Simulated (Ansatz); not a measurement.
# GeNH₄ (quartet): correlated methods under varied settings at distance Ge1–H5 along a hydrogen transfer = 1.647 Å

What do other methods and options give for GeNH₄ (quartet) at this geometry, and how long do they take?

The runs use Ansatz 0.2.0, Gaussian basis; the settings change from run to run.

10 further runs of the same task are left out: 2 for a mislabelled method, 8 that didn't finish.

## 1. What is computed

The geometry derives from fragments relaxed apart (PBE0/def2-TZVP) and kept rigid, so it is no stationary point. A hydrogen atom is moved between rigid fragments. No spin-orbit coupling is included. The filled d shell of Ge may be among the frozen orbitals whatever the setting's name suggests; the logs give the count.

6 atoms, charge 0, spin multiplicity 4.

Atoms are counted from 1 here; the program's logs count them from 0.

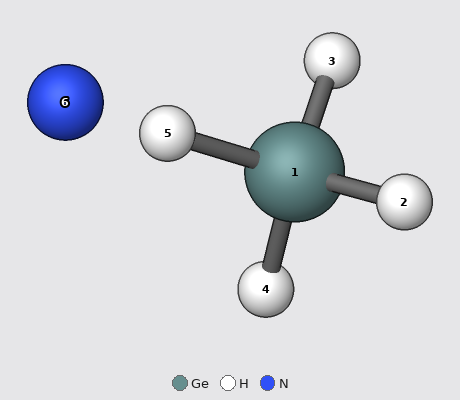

The geometry (germanium teal, hydrogen white, nitrogen blue); atoms are numbered from 1 in the order of the file.

## 2. BCCD(T) on UHF/cc-pVDZ

in.yaml

```yaml
crystal:
  periodic: [false, false, false]
  atoms:
    - {symbol: Ge, position_ang: [-0.459860, 0.000000, 0.000000]}
    - {symbol: H, position_ang: [-0.971310, 1.446599, 0.000000]}
    - {symbol: H, position_ang: [-0.971310, -0.723300, 1.252792]}
    - {symbol: H, position_ang: [-0.971310, -0.723299, -1.252792]}
    - {symbol: H, position_ang: [1.187140, 0.000000, 0.000000]}
    - {symbol: N, position_ang: [2.509140, 0.000000, 0.000000]}
basis:
  gaussian: {orbitals: cc-pVDZ}
magnetization: {spin_polarized: true, initial_magnetization: 3}
correlation: {method: bccd_t, electrons: outside_noble_gas, diis_vectors: 1}
```

Started as:

```
$ ansatz run in.yaml --threads 1 --pin off --events-out ev --progress --plain --max-ram 2393MiB
```

Log, cut to the lines that bear on the results:

```text
Functional definition: HF
  name "HF"
  cite "Fock, Z. Phys. 61, 126 (1930) doi:10.1007/BF01340294"
  parent pbe
[...]
635 factors; integrals over basis functions are off by at most 1.3e-3 eV
[...]
mean field -58014.13209116 eV, -2131.9800309590 hartree, gradient 8.8e-6 eV, S^2 3.786278; 0 other end points of the search recorded, 0 dependent functions left out
15 core orbitals not correlated: weight in the atoms' cores, before any rotation towards them, 0.999 or more for the frozen orbitals, at most 0.000 for the correlated occupied ones
reference -58014.13209116 eV, -2131.9800309590 hartree; 8, 5 occupied and 38, 41 virtual orbitals, 635 factors
second order -5.42306885 eV of doubles, -0.00000000 eV of singles
cycle   1  -6.35880414 eV  change   -9.4e-1 eV  update   6.8e-2
[...]
cycle  14  -6.69332645 eV  change   -2.0e-6 eV  update   1.1e-5
perturbative correction -0.13600322 eV, -0.0049980263 hartree
Total energy: -58020.96142083 eV, -2132.2310041955 hartree
```

Run time: 2.5 s. Hardware: 1 thread of Arm Neoverse V2, shared host.

From the report: ⟨S²⟩ of the determinant 3.786 (pure quartet: 3.75); correlation -6.8293 eV; largest double amplitude 0.04.

## 3. CCSD(T)/cc-pVDZ

Changes to in.yaml since step 2:

```diff
@@ -12,2 +12,3 @@
 magnetization: {spin_polarized: true, initial_magnetization: 3}
-correlation: {method: bccd_t, electrons: outside_noble_gas, diis_vectors: 1}
+hamiltonian: {xc: {name: B3LYP}}
+correlation: {method: ccsd_t, electrons: outside_noble_gas}
```

Same command.

Log, cut to the lines that bear on the results:

```text
Functional definition: B3LYP
  name "B3LYP"
  cite "Stephens, Devlin, Chabalowski & Frisch, J. Phys. Chem. 98, 11623 (1994) doi:10.1021/j100096a001"
  cite "Becke, Phys. Rev. A 38, 3098 (1988) doi:10.1103/PhysRevA.38.3098"
  cite "Lee, Yang & Parr, Phys. Rev. B 37, 785 (1988) doi:10.1103/PhysRevB.37.785"
  cite "Vosko, Wilk & Nusair, Can. J. Phys. 58, 1200 (1980) doi:10.1139/p80-159"
[...]
635 factors; integrals over basis functions are off by at most 1.3e-3 eV
[...]
mean field -58068.50063852 eV, -2133.9780382222 hartree, gradient 7.6e-6 eV, S^2 3.758851; 0 other end points of the search recorded, 0 dependent functions left out
15 core orbitals not correlated: weight in the atoms' cores, before any rotation towards them, 0.999 or more for the frozen orbitals, at most 0.000 for the correlated occupied ones
reference -58013.48722004 eV, -2131.9563323825 hartree; 8, 5 occupied and 38, 41 virtual orbitals, 635 factors
second order -5.80909737 eV of doubles, -0.29341469 eV of singles
cycle   1  -6.86215395 eV  change   -7.6e-1 eV  update   5.9e-2
[...]
cycle   9  -7.14411714 eV  change    2.9e-6 eV  update   1.5e-5
perturbative correction -0.14475909 eV, -0.0053197983 hartree
Total energy: -58020.77609627 eV, -2132.2241936433 hartree
```

Run time: 3.6 s. Hardware: 1 thread of Arm Neoverse V2, shared host.

From the report: ⟨S²⟩ of the determinant 3.759 (pure quartet: 3.75); correlation -7.2889 eV; T1 0.019; largest double amplitude 0.04. The orbitals are Kohn-Sham ones, so correlation energy and T1 don't compare with those on Hartree-Fock orbitals.

## 4. CISD/6-31G

Changes to in.yaml since step 3:

```diff
@@ -10,5 +10,5 @@
 basis:
-  gaussian: {orbitals: cc-pVDZ}
-magnetization: {spin_polarized: true, initial_magnetization: 3}
-hamiltonian: {xc: {name: B3LYP}}
-correlation: {method: ccsd_t, electrons: outside_noble_gas}
+  gaussian: {orbitals: 6-31G, point_charges: [{charge: 0.50, position_ang: [6.779, 0.925, -0.047]}]}
+magnetization: {spin_polarized: false, initial_magnetization: 3}
+correlation: {active_space: {ras: {orbitals: [5, 3, 23], electrons: 13, max_holes: 2, max_particles: 2}, fixed_orbitals: true}}
+output: {forces: true}
```

Same command.

Log, cut to the lines that bear on the results:

```text
Functional definition: HF
  name "HF"
  cite "Fock, Z. Phys. 61, 126 (1930) doi:10.1007/BF01340294"
  parent pbe
[...]
510 factors; integrals over basis functions are off by at most 4.1e-4 eV
[...]
mean field -58004.76033398 eV, -2131.6356252350 hartree, gradient 2.3e-6 eV, S^2 3.750000; 0 other end points of the search recorded, 0 dependent functions left out
reference -58004.76033398 eV, -2131.6356252350 hartree; 23, 20 occupied and 23, 26 virtual orbitals, 510 factors
state -58008.43457018 eV, -2131.7706509249 hartree
[...]
Total energy: -58008.43457018 eV, -2131.7706509249 hartree
Atom 0 at    -0.459860     0.000000     0.000000 Å, force    -0.745018    -0.016825     0.000839 eV/Å
Atom 1 at    -0.971310     1.446599     0.000000 Å, force    -0.076696     0.334633    -0.000139 eV/Å
Atom 2 at    -0.971310    -0.723300     1.252792 Å, force    -0.076020    -0.161392     0.284187 eV/Å
Atom 3 at    -0.971310    -0.723299    -1.252792 Å, force    -0.076061    -0.161489    -0.284631 eV/Å
Atom 4 at     1.187140     0.000000     0.000000 Å, force    -0.860428    -0.003528     0.000181 eV/Å
Atom 5 at     2.509140     0.000000     0.000000 Å, force     1.868798     0.019524    -0.000992 eV/Å
Dipole moment:    -0.222051    -0.007093     0.000358 e Å
```

Wall time 7 s (1 thread of Arm Neoverse V2, shared host).

From the report: 175,329 determinants.

## 5. All runs side by side

Where basis and cores are those of an earlier UCCSDT(Q)/cc-pVDZ run (-58020.9948 eV), and the state is the same kind, the miss against it is given.

```
                              level         correlated  functions  energy (eV)  from UCCSDT(Q) (meV)   time
             BCCD(T) on UHF/cc-pVDZ  outside noble gas         61  -58020.9614                  33.4  2.5 s
CCSD(T)/cc-pVDZ (on B3LYP orbitals)  outside noble gas         61  -58020.7761                 218.7  3.6 s
 CISD/6-31G (beside a point charge)  outside noble gas         46  -58008.4346                          7 s
```

## 6. Summary of results

```
quantity                                    value
    runs                                        3
quickest            BCCD(T) on UHF/cc-pVDZ, 2.5 s
 slowest  CISD/6-31G (beside a point charge), 7 s
```

Total energies in different bases, with other cores or another treatment of relativity can't be set against each other. CISD/6-31G (beside a point charge) took 3 times as long as BCCD(T) on UHF/cc-pVDZ; the jobs differ in more than the method. Among the correlated runs with a miss given, it spans +33 to +219 meV. Cores frozen from Kohn-Sham orbitals shift the total energy.
